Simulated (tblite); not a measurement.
Geometry relaxation, with input and output: C3H6Cl2F2Si2 (part 2 of 2)

The same run, continued: C3H6Cl2F2Si2; GFN2-xTB geometry optimisation, gas phase (tblite 0.8.0). It belongs to a series of runs on one base structure; here: C replaced by Si.

Geometry of the input (Å):
```
F  3.8733  0.1170  -0.5004
Si 2.5253  0.6716  0.1944
F  2.3502  2.2040  -0.2005
Si 0.7328  -0.5448  -0.4507
C  -0.6518  0.1948  -1.3796
C  -0.8998  0.2064  0.0933
C  -1.8911  -0.6958  0.7376
Cl -1.4844  -0.8822  2.4701
Cl -3.4988  0.0350  0.5847
H  2.7111  0.5931  1.6818
H  0.6656  -2.0297  -0.2716
H  -1.2286  -0.4851  -2.0063
H  -0.4508  1.1457  -1.8638
H  -0.8133  1.1640  0.5976
H  -1.9439  -1.6861  0.2914
```

Trajectory as extended XYZ, continued
```
15
Properties=species:S:1:pos:R:3:forces:R:3 step=74 energy=-859.51834
F     3.8785   -0.1085   -0.3872   -0.0200   0.0050   0.0170
Si    2.6408    0.6933    0.2345    0.0570   0.0250  -0.0020
F     2.7111    2.0542   -0.6057   -0.0010  -0.0510   0.0320
Si    0.7744   -0.5057   -0.2910   -0.0370  -0.0290   0.0010
C    -0.6578    0.2441   -1.2730    0.0360  -0.0200  -0.0330
C    -0.9251    0.1825    0.2314   -0.0160   0.0100   0.0010
C    -1.9893   -0.7459    0.6773   -0.0110  -0.0060   0.0100
Cl   -1.7933   -1.1432    2.4043   -0.0290   0.0080  -0.0270
Cl   -3.6325   -0.0428    0.4373    0.0580  -0.0200   0.0240
H     3.0403    1.0492    1.5821   -0.0340   0.0090  -0.0410
H     0.7846   -1.9688   -0.3124    0.0330   0.0200  -0.0050
H    -1.2837   -0.3914   -1.8818   -0.0250  -0.0090  -0.0200
H    -0.5765    1.2363   -1.6930   -0.0260   0.0170   0.0000
H    -0.9920    1.1454    0.7226    0.0080   0.0250   0.0410
H    -1.9838   -1.6907    0.1325    0.0060   0.0180   0.0020
15
Properties=species:S:1:pos:R:3:forces:R:3 step=85 energy=-859.52656
F     3.8882   -0.2252   -0.1574   -0.0080   0.0010   0.0060
Si    2.6378    0.7055    0.2006   -0.0050  -0.0360   0.0360
F     2.8395    1.8992   -0.8424    0.0220   0.0280  -0.0250
Si    0.7735   -0.5025   -0.3120    0.0030  -0.0050  -0.0210
C    -0.6684    0.3050   -1.2291    0.0050  -0.0090  -0.0130
C    -0.9166    0.1558    0.2742    0.0000   0.0110  -0.0050
C    -1.9876   -0.7833    0.6798   -0.0020  -0.0010   0.0170
Cl   -1.8548   -1.1788    2.4109    0.0130  -0.0250  -0.0070
Cl   -3.6242   -0.0845    0.3928    0.0160  -0.0060  -0.0110
H     2.9218    1.2782    1.4992   -0.0050   0.0110   0.0030
H     0.8189   -1.9591   -0.4382   -0.0150   0.0050   0.0110
H    -1.3067   -0.2869   -1.8684   -0.0240  -0.0240   0.0070
H    -0.5950    1.3218   -1.5876   -0.0060   0.0150  -0.0040
H    -0.9714    1.0881    0.8240    0.0120   0.0240   0.0110
H    -1.9595   -1.7252    0.1315   -0.0050   0.0100  -0.0060
15
Properties=species:S:1:pos:R:3:forces:R:3 step=95 energy=-859.52997
F     3.8662   -0.2828    0.0269    0.0370  -0.0320  -0.0040
Si    2.6286    0.7166    0.1765   -0.0140   0.0150   0.0480
F     2.9586    1.7776   -0.9733    0.0080   0.0070  -0.0210
Si    0.7702   -0.4975   -0.3449    0.0140   0.0110   0.0180
C    -0.6877    0.3432   -1.2020    0.0010  -0.0030   0.0070
C    -0.9019    0.1503    0.3021    0.0030  -0.0040  -0.0160
C    -1.9713   -0.8019    0.6804   -0.0090  -0.0080  -0.0050
Cl   -1.8656   -1.2342    2.4022    0.0000   0.0060   0.0050
Cl   -3.6053   -0.1114    0.3605   -0.0140   0.0130   0.0390
H     2.8382    1.4329    1.4183   -0.0190  -0.0070  -0.0130
H     0.8077   -1.9523   -0.5000   -0.0090   0.0200   0.0010
H    -1.3462   -0.2325   -1.8366   -0.0050   0.0110  -0.0020
H    -0.6202    1.3696   -1.5340   -0.0070  -0.0040  -0.0130
H    -0.9442    1.0630    0.8867   -0.0040  -0.0050  -0.0190
H    -1.9314   -1.7325    0.1153    0.0200  -0.0210  -0.0240
15
Properties=species:S:1:pos:R:3:forces:R:3 step=106 energy=-859.53223
F     3.8570   -0.3067    0.1555   -0.0110   0.0100   0.0010
Si    2.6311    0.7199    0.1689    0.0110   0.0240  -0.0020
F     3.0459    1.6978   -1.0282    0.0010  -0.0270   0.0230
Si    0.7723   -0.4824   -0.3709   -0.0290  -0.0050   0.0060
C    -0.7037    0.3584   -1.1980    0.0030   0.0040  -0.0160
C    -0.8949    0.1474    0.3056   -0.0120   0.0010   0.0000
C    -1.9591   -0.8127    0.6804   -0.0010   0.0090  -0.0120
Cl   -1.8436   -1.2676    2.3945    0.0260  -0.0200   0.0090
Cl   -3.5958   -0.1137    0.3934   -0.0150  -0.0020   0.0080
H     2.7673    1.5112    1.3741    0.0130   0.0020  -0.0070
H     0.7963   -1.9343   -0.5455    0.0070  -0.0060  -0.0040
H    -1.3699   -0.2180   -1.8247    0.0230   0.0190  -0.0080
H    -0.6530    1.3879   -1.5234    0.0010  -0.0080  -0.0050
H    -0.9349    1.0528    0.9012   -0.0020   0.0020  -0.0120
H    -1.9192   -1.7320    0.0950   -0.0140  -0.0020   0.0200
15
Properties=species:S:1:pos:R:3:forces:R:3 step=116 energy=-859.53623
F     3.8338   -0.3327    0.2611   -0.0670   0.0270   0.0120
Si    2.6314    0.7211    0.1817    0.0510  -0.0250   0.0030
F     3.1249    1.6167   -1.0481   -0.0140   0.0100  -0.0050
Si    0.7604   -0.4584   -0.3705   -0.0150   0.0140  -0.0220
C    -0.7147    0.3705   -1.2165   -0.0060  -0.0090  -0.0030
C    -0.9164    0.1656    0.2864   -0.0070  -0.0070   0.0020
C    -1.9572   -0.8142    0.6764    0.0120  -0.0030  -0.0050
Cl   -1.7430   -1.3343    2.3660   -0.0050   0.0100   0.0000
Cl   -3.6135   -0.1300    0.4977    0.0120   0.0030   0.0160
H     2.7498    1.5689    1.3495    0.0090   0.0020  -0.0030
H     0.7905   -1.9114   -0.5459   -0.0040   0.0100  -0.0020
H    -1.3657   -0.2155   -1.8502    0.0120   0.0020   0.0020
H    -0.6796    1.4001   -1.5445    0.0300  -0.0180   0.0010
H    -0.9689    1.0769    0.8722   -0.0030  -0.0230   0.0080
H    -1.9362   -1.7152    0.0626   -0.0060   0.0060  -0.0060
15
Properties=species:S:1:pos:R:3:forces:R:3 step=127 energy=-859.53769
F     3.7920   -0.3496    0.3438   -0.0050   0.0150   0.0020
Si    2.6222    0.7297    0.1874    0.0110  -0.0030  -0.0110
F     3.1648    1.5739   -1.0588   -0.0030  -0.0070   0.0060
Si    0.7590   -0.4502   -0.3895    0.0010  -0.0060   0.0090
C    -0.7220    0.3737   -1.2266    0.0030   0.0020   0.0040
C    -0.9173    0.1639    0.2762   -0.0010   0.0020   0.0000
C    -1.9504   -0.8183    0.6767   -0.0050   0.0020   0.0000
Cl   -1.6939   -1.3584    2.3549   -0.0010  -0.0080  -0.0030
Cl   -3.6079   -0.1253    0.5573    0.0010   0.0040  -0.0010
H     2.7286    1.6182    1.3257   -0.0030  -0.0020  -0.0030
H     0.7921   -1.9018   -0.5726    0.0010  -0.0020  -0.0020
H    -1.3709   -0.2123   -1.8617    0.0020   0.0030   0.0010
H    -0.6835    1.4034   -1.5521   -0.0010   0.0000  -0.0020
H    -0.9673    1.0712    0.8677    0.0020   0.0020  -0.0020
H    -1.9501   -1.7101    0.0496   -0.0010  -0.0020   0.0030
15
Properties=species:S:1:pos:R:3:forces:R:3 step=137 energy=-859.53810
F     3.7786   -0.3418    0.4061    0.0100   0.0030  -0.0010
Si    2.6167    0.7325    0.1798   -0.0050   0.0060  -0.0150
F     3.1918    1.5310   -1.0819   -0.0030  -0.0140   0.0030
Si    0.7587   -0.4560   -0.3961    0.0250  -0.0060   0.0030
C    -0.7219    0.3797   -1.2196    0.0000   0.0070   0.0060
C    -0.9116    0.1586    0.2825    0.0030   0.0030  -0.0050
C    -1.9474   -0.8224    0.6774   -0.0170   0.0050   0.0070
Cl   -1.6898   -1.3823    2.3495   -0.0030   0.0010  -0.0140
Cl   -3.6014   -0.1182    0.5681    0.0070  -0.0060   0.0040
H     2.6954    1.6634    1.2852    0.0020   0.0050   0.0100
H     0.7896   -1.9041   -0.6019    0.0020  -0.0090   0.0060
H    -1.3763   -0.1979   -1.8561   -0.0040  -0.0020  -0.0050
H    -0.6797    1.4114   -1.5369   -0.0070   0.0140  -0.0060
H    -0.9543    1.0618    0.8808   -0.0020  -0.0020   0.0040
H    -1.9527   -1.7076    0.0412   -0.0070  -0.0040   0.0020
15
Properties=species:S:1:pos:R:3:forces:R:3 step=148 energy=-859.53875
F     3.7590   -0.3196    0.5152    0.0020  -0.0040   0.0030
Si    2.6144    0.7410    0.1684    0.0010   0.0020  -0.0070
F     3.2411    1.4298   -1.1325   -0.0010  -0.0010  -0.0030
Si    0.7592   -0.4585   -0.3938    0.0010   0.0040   0.0020
C    -0.7181    0.3967   -1.2047   -0.0050  -0.0010  -0.0020
C    -0.9100    0.1510    0.2932   -0.0060   0.0000  -0.0020
C    -1.9519   -0.8323    0.6686   -0.0030  -0.0010   0.0030
Cl   -1.6800   -1.4513    2.3174    0.0020  -0.0020   0.0000
Cl   -3.5994   -0.1100    0.6058    0.0030   0.0030  -0.0030
H     2.6676    1.7545    1.2006    0.0000   0.0030   0.0070
H     0.7891   -1.9045   -0.6158    0.0010  -0.0020   0.0020
H    -1.3752   -0.1688   -1.8493   -0.0010  -0.0010  -0.0070
H    -0.6747    1.4333   -1.5071    0.0010   0.0020   0.0040
H    -0.9507    1.0428    0.9085    0.0030   0.0000   0.0010
H    -1.9748   -1.6959    0.0036    0.0020  -0.0030   0.0020
```

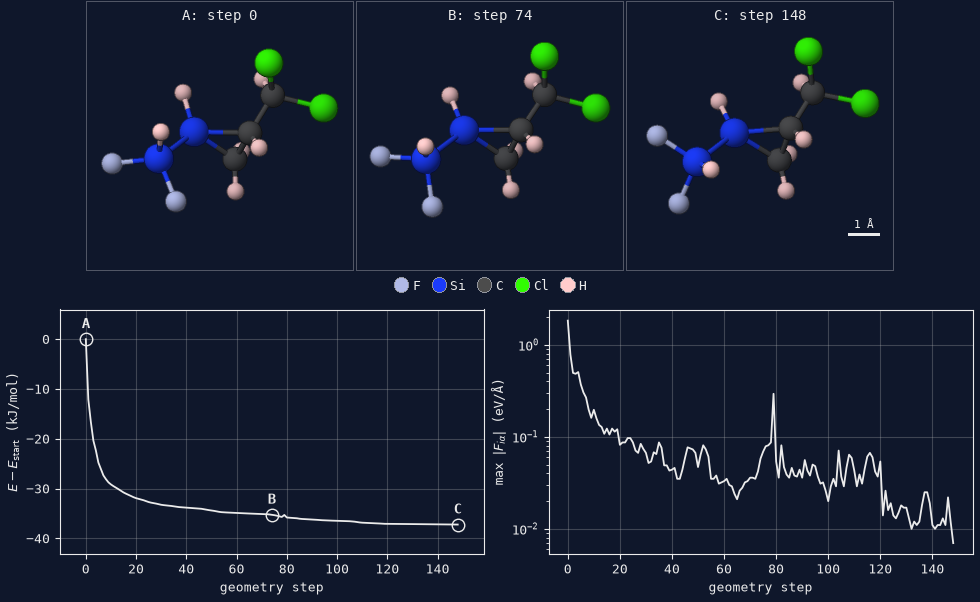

Figure 1. Frames of the relaxation (ball-and-stick view, seen at a tilt) above the curves, on which the letters mark them (steps are counted from 0).

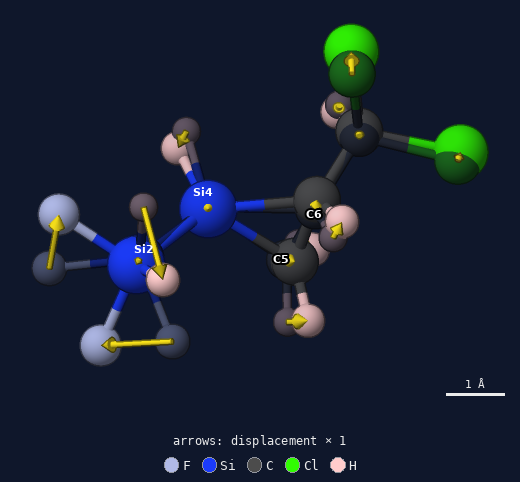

Figure 2. Start (faint) and end (solid) with the displacements as yellow arrows, at true length (ball-and-stick view, seen at a tilt). The two geometries are laid on each other by the best rigid fit. After 148 geometry steps the energy has fallen by 37.2 kJ/mol. Largest force component: 1.8 eV/Å at the start, 0.007 eV/Å at the end. F3 moves most after the best rigid fit: 1.52 Å. By element the largest moves are F 1.52 Å, H 1.31 Å, Cl 0.58 Å, C 0.25 Å, Si 0.13 Å. Among the contacts that change: Si4–C5 1.824 → 1.890 Å, Si2–H10 1.501 → 1.448 Å, C5–C6 1.494 → 1.530 Å, Si4–H11 1.497 → 1.463 Å. Among the angles that change: Si4–Si2–H10 110.7° → 125.0°, F1–Si2–F3 108.4° → 100.5°, C5–C6–C7 122.2° → 116.3°. (Atoms are counted from 1 in the order of the input.)

Summary

- outcome: converged
- total energy: −859.5388 eV
- wall time: 4.7 s
- peak memory: 0.18 GiB
